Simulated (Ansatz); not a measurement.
# TaHClOF$_{3}$: molecular dynamics (part 2 of 2)

The same run, continued: TaHClOF$_{3}$, SMILES [OH][Ta]([F])([F])([F])[Cl]; RKS r2SCAN-rvv10/def2-SVP (Ansatz 0.2.0). The geometry comes from this level: PBE0-D4/def2-TZVP.

Geometry of the input (Å):
```
O  0.0720  -1.3213  0.7120
Ta 0.0026  0.2882  -0.2308
F  1.7661  0.0769  -0.7745
F  -1.4542  -0.3175  -1.2112
F  -0.0395  1.8295  -1.3118
Cl -0.4050  1.5504  1.6352
H  0.1194  -2.1742  1.1353
```

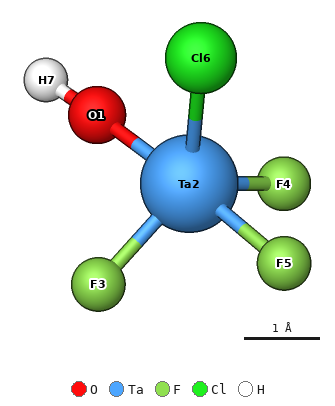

*The geometry at step 19 of the log (ball-and-stick view, seen at a tilt; atoms are numbered from 1 in the order of the input).*

Trajectory as extended XYZ, continued
```
7
Properties=species:S:1:pos:R:3:forces:R:3 step=7 time_fs=3.5 energy=-24278.34451 temperature=255.1
O     0.0760   -1.3370    0.7141    0.1029  -1.1820   0.6954
Ta    0.0050    0.2861   -0.2299   -0.2668   0.6275   0.0387
F     1.7547    0.0707   -0.7762    0.7821  -0.0570  -0.2667
F    -1.4529   -0.3068   -1.1999   -0.5316  -0.2245  -0.3806
F    -0.0419    1.8571   -1.3255    0.0505  -0.4734   0.2936
Cl   -0.4129    1.5513    1.6306   -0.0379   0.1638   0.2716
H     0.1449   -2.2001    1.1875   -0.0992   1.1456  -0.6519
7
Properties=species:S:1:pos:R:3:forces:R:3 step=8 time_fs=4.0 energy=-24278.35029 temperature=263.5
O     0.0767   -1.3401    0.7149    0.0708  -0.6998   0.4431
Ta    0.0053    0.2859   -0.2298   -0.2952   0.6597   0.0363
F     1.7534    0.0698   -0.7766    0.8178  -0.0585  -0.2796
F    -1.4529   -0.3053   -1.1985   -0.5458  -0.2330  -0.3914
F    -0.0422    1.8609   -1.3274    0.0577  -0.5746   0.3649
Cl   -0.4141    1.5515    1.6300   -0.0341   0.1582   0.2691
H     0.1476   -2.1919    1.1884   -0.0713   0.7481  -0.4423
7
Properties=species:S:1:pos:R:3:forces:R:3 step=9 time_fs=4.5 energy=-24278.35161 temperature=265.1
O     0.0773   -1.3433    0.7157    0.0254  -0.0931   0.1147
Ta    0.0056    0.2856   -0.2297   -0.3224   0.6868   0.0342
F     1.7522    0.0689   -0.7770    0.8494  -0.0597  -0.2910
F    -1.4531   -0.3039   -1.1971   -0.5571  -0.2406  -0.4001
F    -0.0425    1.8647   -1.3292    0.0649  -0.6725   0.4337
Cl   -0.4152    1.5517    1.6295   -0.0302   0.1519   0.2657
H     0.1501   -2.1819    1.1883   -0.0300   0.2271  -0.1572
7
Properties=species:S:1:pos:R:3:forces:R:3 step=10 time_fs=5.0 energy=-24278.34471 temperature=254.4
O     0.0780   -1.3465    0.7166   -0.0302   0.5858  -0.2627
Ta    0.0060    0.2854   -0.2296   -0.3482   0.7097   0.0318
F     1.7511    0.0680   -0.7774    0.8769  -0.0605  -0.3011
F    -1.4533   -0.3026   -1.1958   -0.5657  -0.2471  -0.4067
F    -0.0428    1.8683   -1.3310    0.0719  -0.7665   0.4996
Cl   -0.4163    1.5519    1.6289   -0.0261   0.1453   0.2619
H     0.1526   -2.1713    1.1877    0.0214  -0.3667   0.1772
7
Properties=species:S:1:pos:R:3:forces:R:3 step=11 time_fs=5.5 energy=-24278.32964 temperature=231.6
O     0.0786   -1.3496    0.7175   -0.0892   1.2514  -0.6415
Ta    0.0063    0.2851   -0.2294   -0.3727   0.7294   0.0285
F     1.7501    0.0671   -0.7779    0.9008  -0.0609  -0.3100
F    -1.4535   -0.3013   -1.1945   -0.5720  -0.2526  -0.4118
F    -0.0431    1.8719   -1.3327    0.0788  -0.8558   0.5623
Cl   -0.4175    1.5521    1.6284   -0.0221   0.1388   0.2580
H     0.1551   -2.1617    1.1876    0.0763  -0.9503   0.5146
7
Properties=species:S:1:pos:R:3:forces:R:3 step=12 time_fs=6.0 energy=-24278.31113 temperature=203.6
O     0.0792   -1.3526    0.7182   -0.1409   1.7934  -0.9568
Ta    0.0066    0.2849   -0.2293   -0.3955   0.7467   0.0235
F     1.7493    0.0661   -0.7784    0.9215  -0.0606  -0.3180
F    -1.4539   -0.3000   -1.1933   -0.5766  -0.2571  -0.4158
F    -0.0434    1.8753   -1.3344    0.0855  -0.9400   0.6212
Cl   -0.4186    1.5523    1.6279   -0.0181   0.1326   0.2543
H     0.1578   -2.1543    1.1888    0.1241  -1.4149   0.7916
7
Properties=species:S:1:pos:R:3:forces:R:3 step=13 time_fs=6.5 energy=-24278.29641 temperature=181.4
O     0.0799   -1.3553    0.7188   -0.1736   2.1045  -1.1423
Ta    0.0069    0.2847   -0.2292   -0.4167   0.7624   0.0164
F     1.7485    0.0652   -0.7790    0.9391  -0.0597  -0.3252
F    -1.4543   -0.2987   -1.1921   -0.5796  -0.2605  -0.4188
F    -0.0437    1.8787   -1.3359    0.0921  -1.0186   0.6761
Cl   -0.4198    1.5525    1.6274   -0.0143   0.1270   0.2511
H     0.1608   -2.1503    1.1918    0.1529  -1.6552   0.9426
7
Properties=species:S:1:pos:R:3:forces:R:3 step=14 time_fs=7.0 energy=-24278.29058 temperature=172.3
O     0.0804   -1.3576    0.7192   -0.1782   2.1235  -1.1558
Ta    0.0072    0.2845   -0.2291   -0.4359   0.7771   0.0071
F     1.7479    0.0642   -0.7796    0.9539  -0.0579  -0.3317
F    -1.4548   -0.2974   -1.1910   -0.5812  -0.2629  -0.4212
F    -0.0439    1.8819   -1.3374    0.0984  -1.0914   0.7269
Cl   -0.4209    1.5527    1.6269   -0.0108   0.1224   0.2488
H     0.1642   -2.1502    1.1971    0.1539  -1.6107   0.9260
7
Properties=species:S:1:pos:R:3:forces:R:3 step=16 time_fs=8.0 energy=-24278.29766 temperature=182.0
O     0.0816   -1.3614    0.7195   -0.1041   1.4050  -0.7146
Ta    0.0077    0.2841   -0.2288   -0.4684   0.8029  -0.0184
F     1.7471    0.0623   -0.7809    0.9741  -0.0522  -0.3424
F    -1.4560   -0.2951   -1.1889   -0.5803  -0.2647  -0.4235
F    -0.0444    1.8878   -1.3401    0.1104  -1.2197   0.8160
Cl   -0.4232    1.5532    1.6260   -0.0044   0.1154   0.2460
H     0.1719   -2.1609    1.2139    0.0727  -0.7866   0.4369
7
Properties=species:S:1:pos:R:3:forces:R:3 step=17 time_fs=8.5 energy=-24278.29791 temperature=182.0
O     0.0821   -1.3629    0.7195   -0.0423   0.8611  -0.3705
Ta    0.0080    0.2839   -0.2287   -0.4814   0.8132  -0.0340
F     1.7468    0.0613   -0.7816    0.9788  -0.0484  -0.3461
F    -1.4567   -0.2939   -1.1880   -0.5772  -0.2641  -0.4229
F    -0.0446    1.8906   -1.3413    0.1160  -1.2760   0.8550
Cl   -0.4244    1.5535    1.6256   -0.0014   0.1125   0.2452
H     0.1762   -2.1697    1.2242    0.0075  -0.1984   0.0734
7
Properties=species:S:1:pos:R:3:forces:R:3 step=18 time_fs=9.0 energy=-24278.29029 temperature=170.4
O     0.0826   -1.3643    0.7195    0.0209   0.3351  -0.0301
Ta    0.0083    0.2838   -0.2286   -0.4921   0.8209  -0.0512
F     1.7467    0.0604   -0.7824    0.9790  -0.0440  -0.3483
F    -1.4575   -0.2928   -1.1871   -0.5717  -0.2625  -0.4207
F    -0.0448    1.8932   -1.3423    0.1214  -1.3276   0.8906
Cl   -0.4255    1.5538    1.6252    0.0016   0.1097   0.2443
H     0.1804   -2.1790    1.2347   -0.0591   0.3684  -0.2847
7
Properties=species:S:1:pos:R:3:forces:R:3 step=19 time_fs=9.5 energy=-24278.27603 temperature=148.8
O     0.0831   -1.3657    0.7194    0.0766  -0.1007   0.2596
Ta    0.0086    0.2836   -0.2284   -0.5006   0.8256  -0.0695
F     1.7467    0.0594   -0.7832    0.9744  -0.0392  -0.3487
F    -1.4583   -0.2918   -1.1862   -0.5635  -0.2600  -0.4165
F    -0.0450    1.8956   -1.3433    0.1267  -1.3752   0.9233
Cl   -0.4267    1.5540    1.6248    0.0046   0.1066   0.2431
H     0.1845   -2.1874    1.2445   -0.1182   0.8429  -0.5912
7
Properties=species:S:1:pos:R:3:forces:R:3 step=20 time_fs=10.0 energy=-24278.25956 temperature=123.8
O     0.0836   -1.3671    0.7194    0.1190  -0.4062   0.4706
Ta    0.0088    0.2835   -0.2283   -0.5069   0.8269  -0.0890
F     1.7468    0.0584   -0.7841    0.9646  -0.0341  -0.3472
F    -1.4593   -0.2907   -1.1854   -0.5523  -0.2566  -0.4101
F    -0.0452    1.8979   -1.3442    0.1317  -1.4191   0.9533
Cl   -0.4278    1.5543    1.6244    0.0077   0.1030   0.2412
H     0.1883   -2.1937    1.2529   -0.1637   1.1861  -0.8188
7
Properties=species:S:1:pos:R:3:forces:R:3 step=21 time_fs=10.5 energy=-24278.24604 temperature=103.3
O     0.0842   -1.3685    0.7194    0.1446  -0.5642   0.5893
Ta    0.0091    0.2834   -0.2282   -0.5110   0.8246  -0.1095
F     1.7470    0.0574   -0.7850    0.9494  -0.0288  -0.3435
F    -1.4603   -0.2897   -1.1847   -0.5380  -0.2524  -0.4012
F    -0.0453    1.9000   -1.3449    0.1365  -1.4595   0.9808
Cl   -0.4290    1.5546    1.6240    0.0109   0.0986   0.2386
H     0.1917   -2.1972    1.2594   -0.1925   1.3816  -0.9544
7
Properties=species:S:1:pos:R:3:forces:R:3 step=22 time_fs=11.0 energy=-24278.23915 temperature=92.7
O     0.0848   -1.3700    0.7195    0.1517  -0.5698   0.6099
Ta    0.0093    0.2832   -0.2281   -0.5130   0.8187  -0.1309
F     1.7474    0.0564   -0.7859    0.9288  -0.0232  -0.3377
F    -1.4613   -0.2888   -1.1840   -0.5205  -0.2473  -0.3899
F    -0.0455    1.9019   -1.3455    0.1411  -1.4966   1.0059
Cl   -0.4301    1.5549    1.6237    0.0144   0.0933   0.2351
H     0.1946   -2.1975    1.2635   -0.2025   1.4250  -0.9923
7
Properties=species:S:1:pos:R:3:forces:R:3 step=23 time_fs=11.5 energy=-24278.23986 temperature=93.6
O     0.0854   -1.3717    0.7197    0.1389  -0.4237   0.5303
Ta    0.0096    0.2831   -0.2279   -0.5129   0.8094  -0.1534
F     1.7479    0.0554   -0.7869    0.9028  -0.0175  -0.3297
F    -1.4625   -0.2878   -1.1833   -0.4999  -0.2415  -0.3761
F    -0.0456    1.9036   -1.3460    0.1456  -1.5306   1.0287
Cl   -0.4312    1.5552    1.6234    0.0181   0.0872   0.2307
H     0.1971   -2.1943    1.2653   -0.1925   1.3166  -0.9304
7
Properties=species:S:1:pos:R:3:forces:R:3 step=24 time_fs=12.0 energy=-24278.24613 temperature=102.9
O     0.0860   -1.3733    0.7200    0.1056  -0.1298   0.3508
Ta    0.0098    0.2830   -0.2278   -0.5110   0.7970  -0.1769
F     1.7485    0.0544   -0.7879    0.8718  -0.0116  -0.3197
F    -1.4637   -0.2869   -1.1827   -0.4764  -0.2349  -0.3601
F    -0.0457    1.9051   -1.3463    0.1499  -1.5612   1.0491
Cl   -0.4324    1.5555    1.6230    0.0219   0.0803   0.2256
H     0.1991   -2.1879    1.2649   -0.1618   1.0602  -0.7686
7
Properties=species:S:1:pos:R:3:forces:R:3 step=26 time_fs=13.0 energy=-24278.25722 temperature=119.2
O     0.0873   -1.3767    0.7208   -0.0199   0.8405  -0.2763
Ta    0.0102    0.2829   -0.2276   -0.5017   0.7647  -0.2276
F     1.7500    0.0524   -0.7901    0.7964   0.0010  -0.2943
F    -1.4662   -0.2852   -1.1817   -0.4219  -0.2200  -0.3226
F    -0.0459    1.9075   -1.3466    0.1579  -1.6119   1.0823
Cl   -0.4347    1.5561    1.6225    0.0299   0.0649   0.2136
H     0.2020   -2.1686    1.2591   -0.0407   0.1608  -0.1752
7
Properties=species:S:1:pos:R:3:forces:R:3 step=27 time_fs=13.5 energy=-24278.25357 temperature=113.6
O     0.0879   -1.3782    0.7211   -0.1033   1.4376  -0.6739
Ta    0.0105    0.2828   -0.2275   -0.4945   0.7460  -0.2551
F     1.7509    0.0514   -0.7913    0.7533   0.0077  -0.2794
F    -1.4676   -0.2844   -1.1812   -0.3919  -0.2116  -0.3018
F    -0.0459    1.9084   -1.3465    0.1616  -1.6312   1.0947
Cl   -0.4358    1.5565    1.6222    0.0339   0.0569   0.2073
H     0.2033   -2.1577    1.2552    0.0409  -0.4055   0.2082
7
Properties=species:S:1:pos:R:3:forces:R:3 step=28 time_fs=14.0 energy=-24278.24327 temperature=98.1
O     0.0885   -1.3795    0.7213   -0.1867   2.0087  -1.0599
Ta    0.0107    0.2828   -0.2274   -0.4858   0.7268  -0.2843
F     1.7519    0.0504   -0.7924    0.7077   0.0148  -0.2637
F    -1.4690   -0.2836   -1.1808   -0.3609  -0.2027  -0.2804
F    -0.0459    1.9091   -1.3463    0.1652  -1.6458   1.1039
Cl   -0.4370    1.5568    1.6219    0.0378   0.0492   0.2013
H     0.2046   -2.1478    1.2517    0.1227  -0.9509   0.5831
7
Properties=species:S:1:pos:R:3:forces:R:3 step=29 time_fs=14.5 energy=-24278.23141 temperature=80.5
O     0.0891   -1.3805    0.7214   -0.2543   2.4486  -1.3613
Ta    0.0109    0.2827   -0.2273   -0.4757   0.7076  -0.3151
F     1.7530    0.0494   -0.7936    0.6602   0.0223  -0.2475
F    -1.4705   -0.2828   -1.1804   -0.3293  -0.1934  -0.2588
F    -0.0459    1.9096   -1.3460    0.1685  -1.6553   1.1095
Cl   -0.4381    1.5571    1.6217    0.0415   0.0421   0.1960
H     0.2063   -2.1402    1.2497    0.1890  -1.3719   0.8771
7
Properties=species:S:1:pos:R:3:forces:R:3 step=30 time_fs=15.0 energy=-24278.22511 temperature=71.2
O     0.0897   -1.3811    0.7212   -0.2899   2.6597  -1.5079
Ta    0.0111    0.2827   -0.2272   -0.4641   0.6893  -0.3478
F     1.7542    0.0484   -0.7949    0.6117   0.0304  -0.2309
F    -1.4720   -0.2821   -1.1800   -0.2977  -0.1837  -0.2374
F    -0.0459    1.9098   -1.3455    0.1716  -1.6594   1.1114
Cl   -0.4392    1.5574    1.6215    0.0449   0.0358   0.1916
H     0.2084   -2.1359    1.2498    0.2236  -1.5721   1.0211
```
